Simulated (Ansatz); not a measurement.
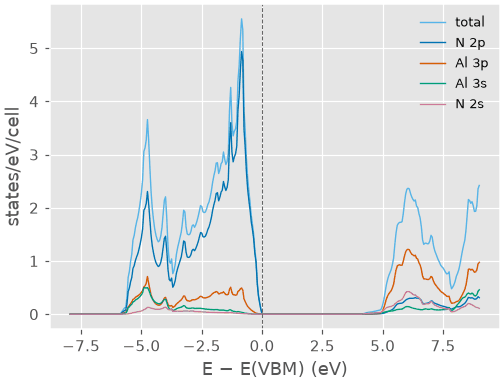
Total and projected density of states of AlN (wurtzite, P6_3mc), plane-wave PAW PBE (Ansatz code)

**Question.** Which orbitals carry the states next to the gap?

**Answer.** Top 1 eV of the valence band: N 2p 90 %, Al 3p 7 %. Bottom 1 eV of the conduction band: N 2s 40 %, Al 3s 29 %, Al 3p 19 %, N 2p 9 %. Projections are on Löwdin-orthogonalised atomic valence shells; empty p or d shells of many metals are not among them.

**Question.** Where is the tallest occupied peak in this window, and what makes it?

**Answer.** Near -0.8 eV, about 5.6 states/eV per cell; the largest projected share is N 2p.

The PBE relaxation kept the symmetry of its start.

Potentials: the later of the program's two PAW sets.
